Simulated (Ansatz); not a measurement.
```xyz
2
charge 0, multiplicity 5
Pr    0.0000    0.0000    0.0000
Cu    0.0000    0.0000    2.8500
```

Geometry: a fixed input geometry, not necessarily a minimum. Other spin states may lie lower.

What structure does this define?

It has 2 atoms: 1 copper and 1 praseodymium (CuPr). It is an open-shell species.

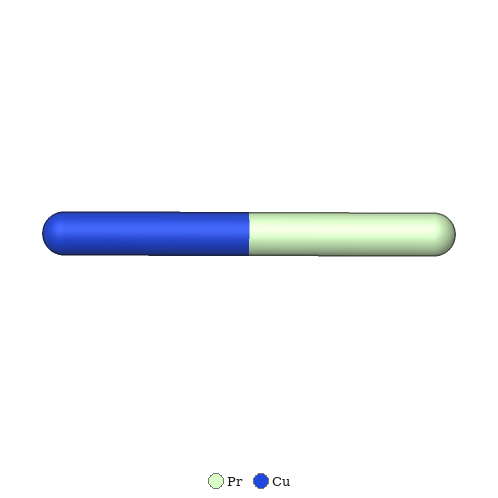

(Drawn from a calculation with Ansatz.)
